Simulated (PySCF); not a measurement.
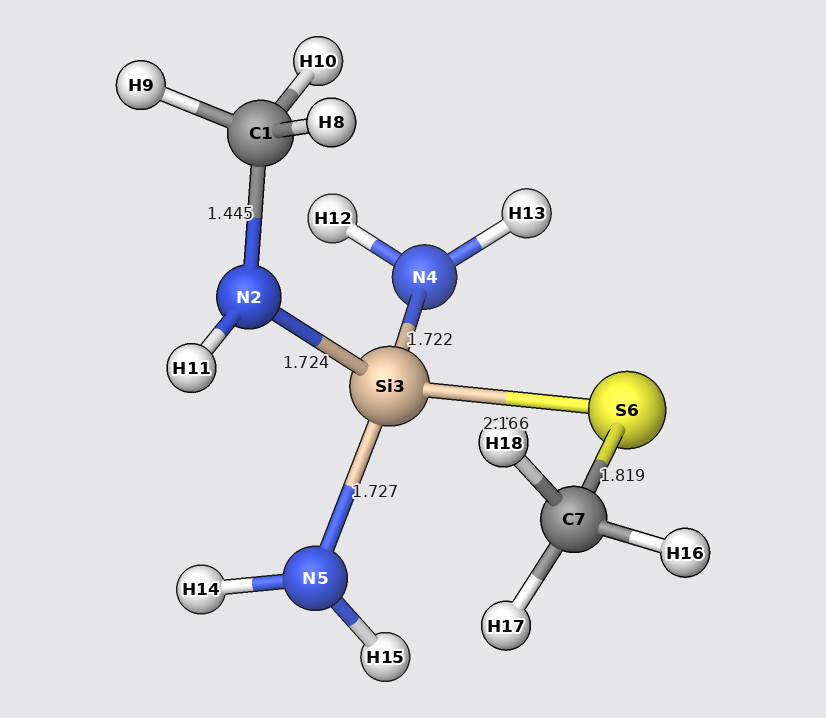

The numbers beside the sticks are distances in Å. Sticks don't show bond order. The computed structure is the end point of a GFN2-xTB optimisation. No frequency run is at hand to confirm it as a minimum.

### Which of the marked bonds are single, double, triple or aromatic?

C1–N2 single; N2–Si3 single; Si3–N4 single; Si3–N5 single; Si3–S6 single; S6–C7 single.

### Write the SMILES.

CN[Si](N)(N)SC
